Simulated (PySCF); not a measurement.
**C2H5ClS2Si (SMILES Cl[SiH]1SCCS1): density, localisation and related maps**

```xyz
11

Cl    3.2566    0.0838   -1.0360
Si    1.6730   -0.6241   -0.0334
S     0.0186   -1.0214   -1.3427
C    -1.2452   -0.3180   -0.2245
C    -0.7796    0.9977    0.3524
S     0.7670    0.7906    1.3087
H     2.0106   -1.8049    0.7377
H    -2.1428   -0.1801   -0.8265
H    -1.4452   -1.0461    0.5612
H    -0.5927    1.7295   -0.4335
H    -1.5148    1.3956    1.0505
```

Geometry: GFN2-xTB.

All numbers below come from PBE0/def2-SVPD, SCF density, gas phase in PySCF.

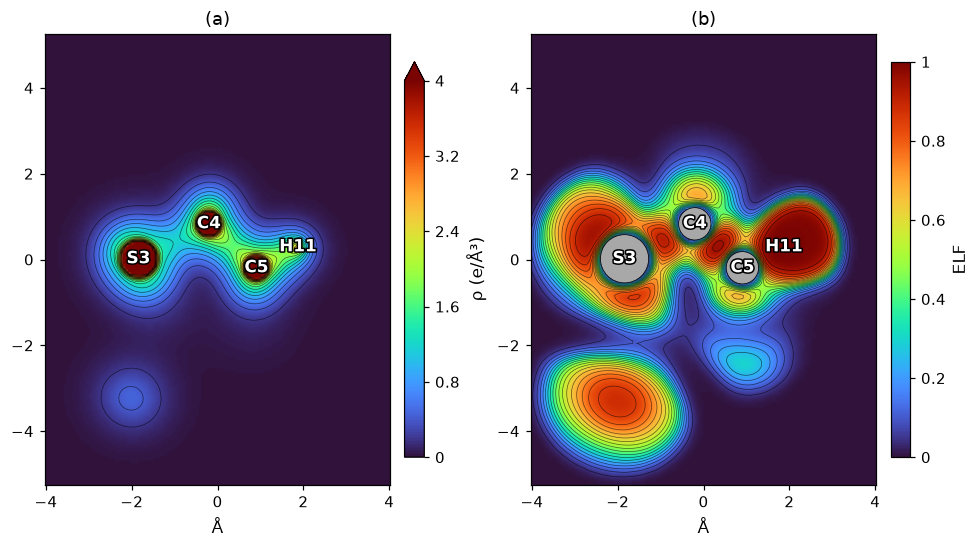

Figure 1. (a) total electron density; (b) ELF on the plane of atoms S3, C4 and C5. Grey discs cover the atomic cores in the ELF map.

Q: Interpret the plot.

A: The plane passes through S, C and H nuclei. C–C (1.51 Å): ρ is about 1.7 e/Å³ halfway; the ELF peaks at about 0.95 between the atoms: a shared electron pair. C–S (1.83 Å): the density is about 1.2 e/Å³ at the midpoint; the ELF peaks at about 0.90 between the atoms: a shared electron pair. C–H (1.09 Å): ρ at the midpoint is about 2 e/Å³; the ELF climbs to about 1 towards the hydrogen, as it does in any bond to H; a covalent bond by its length. The ELF also peaks beside Cl1 and S3, away from the bonds: lone-pair regions.

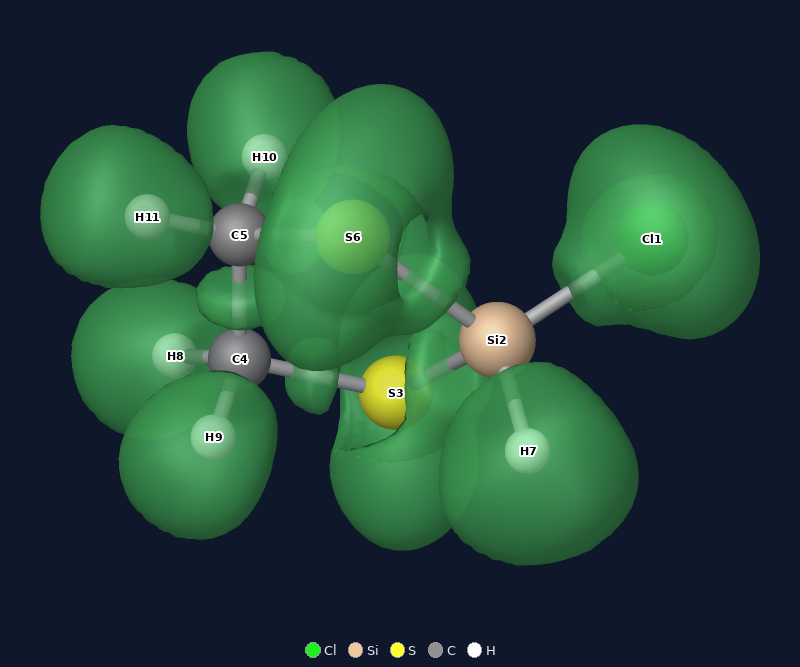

Figure 2. Isosurface of the ELF at 0.8 (green), seen at an oblique angle. Only the valence region is drawn (cores and ρ < 0.01 e/Å³ removed).

Q: What do the ELF domains correspond to?

A: The ELF exceeds this value in one region between bonded C–C atoms (shared pairs), two regions between bonded C–S atoms (shared pairs), five regions around hydrogen nuclei, one region on Cl in which the atom's valence shell and bonds are merged and two regions on S in which the atom's valence shell and bonds are merged.

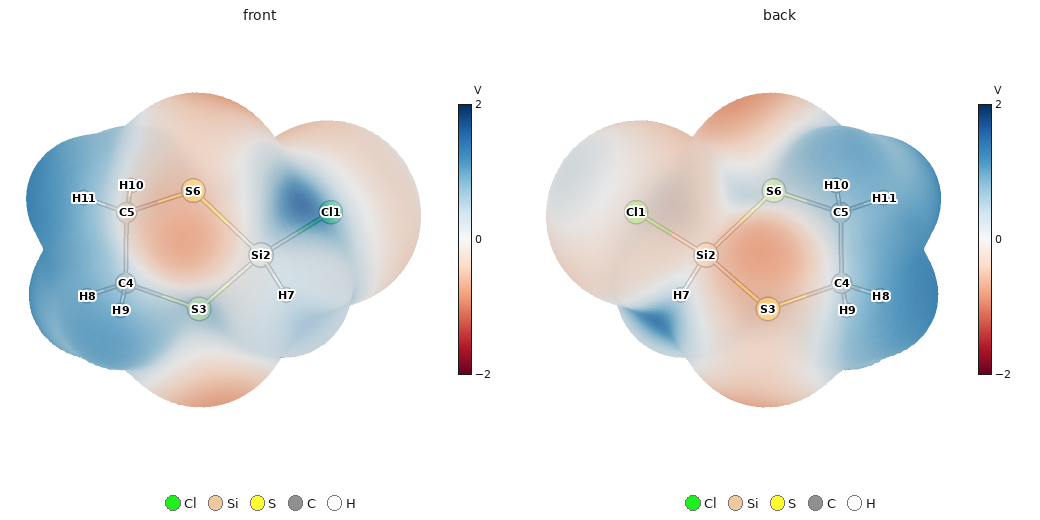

Figure 3. The molecular electrostatic potential painted on the density surface at 0.002 e/bohr³, seen from the front and from behind; the colour scale runs from red (negative) to blue (positive).

Q: Describe the electrostatic potential map.

A: The most negative region (about −0.8 V, or −18 kcal/mol for a unit charge) lies over S3 and S6, the most positive (about +1.5 V, or +35 kcal/mol for a unit charge) over Si2. Cl1 shows a σ-hole: about +0.3 V at the tip opposite its bond, against about −0.3 V, or −7 kcal/mol for a unit charge on its flanks.

Q: What dipole moment does the calculation give?

A: Its dipole moment is 2.28 D.
